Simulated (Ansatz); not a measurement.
## Fields on a plane of YPb2 (space group Cmcm)

```
YPb2
1.0
    2.26351    -8.41328     0.00000
    2.26351     8.41328     0.00000
    0.00000     0.00000     4.49265
Y Pb
2 4
Direct
  0.09701   0.90299   0.75000
  0.90299   0.09701   0.25000
  0.56610   0.43390   0.25000
  0.43390   0.56610   0.75000
  0.25142   0.74858   0.25000
  0.74858   0.25142   0.75000
```

The slice is a (010) plane (indices of the conventional cell) through the point (0.749, 0.251, 0.750) (fractional), spanned by u = [001] and v = [110] in vectors of this cell: u (4.49 Å) and v (4.53 Å, at 90° to u). It covers one period; positions are fractions (u, v).

Atoms on it: Pb at (0.50, 0.50); Pb at (0.00, 0.00).

Computed with r2SCAN (plane waves to 500 eV, PAW, scalar-relativistic; Ansatz, an electronic-structure program). k mesh 11×11×10. These are valence fields of a PAW run, semicore shells included where kept as valence: close to a nucleus they are smooth pseudo fields. Spin-orbit coupling is left out, though Pb is heavy. YPb2 is run without spin polarisation. YPb2 was relaxed with its symmetry unable to fall.

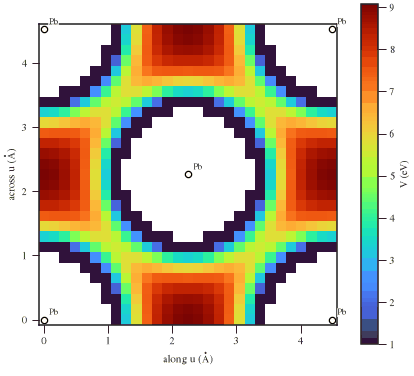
Fig. 1. Electrostatic potential energy of an electron, from the cell's mean, in eV, one period of the plane, atoms marked. Points within 1 Å of a nucleus are left white, as the pseudised field means little there. Values under 1 eV are set to 1. The zero, the cell's mean, hangs on the PAW cores.

```
|xxx +@@%#*+:.   .:+*#%@@+ xx|
|xxx:#@@%#*=-.....-=*#%@@#:xx|
|x :*@@%##*=--:::--=*##%@@*: |
|++#@@@%##*+=======+*##%@@@#+|
|@@@@@%##*************##%@@@@|
|@@@%%###**#########**###%%@@|
|%%%#########%%%%%#########%%|
|#####**###%%@@@@@%%###**####|
|******###%@@@@@@@@@%###*****|
|====+*##%@@@#+++#@@@%##*+===|
|::-=+*##%@@*: x :*@@%##*+=-:|
|..:-+*#%@@#:xxxxx:#@@%#*+-:.|
|  .-+##%@@+ xxxxx +@@%##+-. |
|  .-+##%@@+xxxxxxx+@@%##+-. |
|  .-+##%@@+ xxxxx +@@%##+-. |
|..:-+*#%@@#:xxxxx:#@@%#*+-:.|
|::-=+*##%@@*: x :*@@%##*+=-:|
|====+*##%@@@#+++#@@@%##*+===|
|******###%@@@@@@@@@%###*****|
|#####**###%%@@@@@%%###**####|
|%%%#########%%%%%#########%%|
|@@@%%###**#########**###%%@@|
|@@@@@%##*************##%@@@@|
|++#@@@%##*+=======+*##%@@@#+|
|x :*@@%##*=--:::--=*##%@@*: |
|xxx:#@@%#*=-.....-=*#%@@#:xx|
|xxx +@@%#*+:.   .:+*#%@@+ xx|
|xxxx+@@%##+:.   .:+##%@@+xxx|
```
Scale: ten equal steps from 0.11 (start of ' ') to 0.39 (end of '@'), in the order ' .:-=+*#%@'. Values: electron localisation function (ELF). The map has 28 points along u (one character each, u = 0 at the left) and 28 along v (v = 0 in the bottom row). Points within 0.5 Å of a nucleus are blanked (x), as the pseudised field means little there.

- Density on the Pb–Pb line (3.19 Å) at its midpoint = 0.20 e/Å³
- ELF at that point = 0.31
